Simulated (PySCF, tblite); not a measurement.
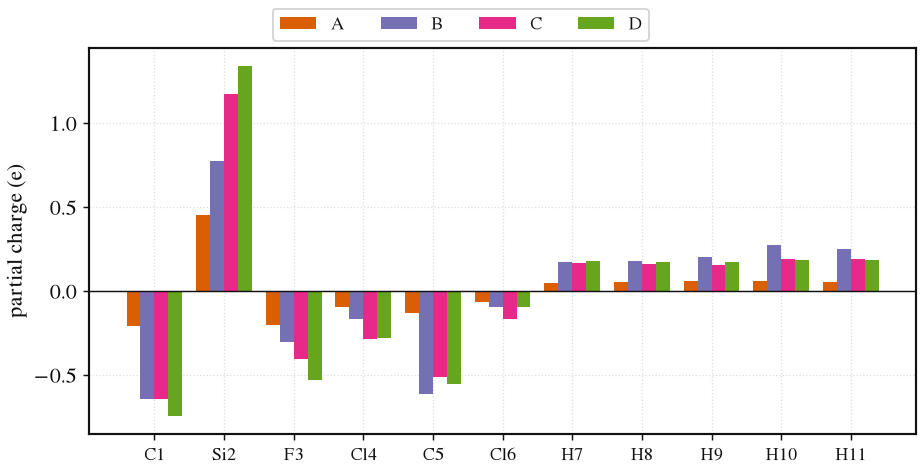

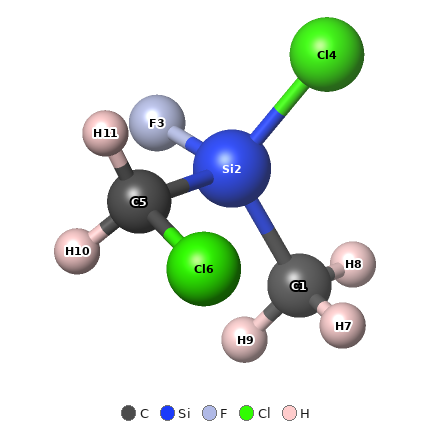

Atomic charges of C₂H₅Cl₂FSi, SMILES C[Si@](F)(Cl)CCl by 4 schemes, PBE0/pcSseg-1, PySCF 2.14.0, at a GFN2-xTB geometry (a minimum by its frequencies).

Question: The schemes are ESP fit, Hirshfeld, IAO and Mulliken. Which series is which?

Answer: A: Hirshfeld (Si2 0.45 e); B: ESP fit (Si2 0.77 e); C: Mulliken (Si2 1.17 e); D: IAO (Si2 1.34 e).

Caveats: the tight-binding geometry is rougher than a DFT one and adds to the error; one conformer of a flexible molecule.
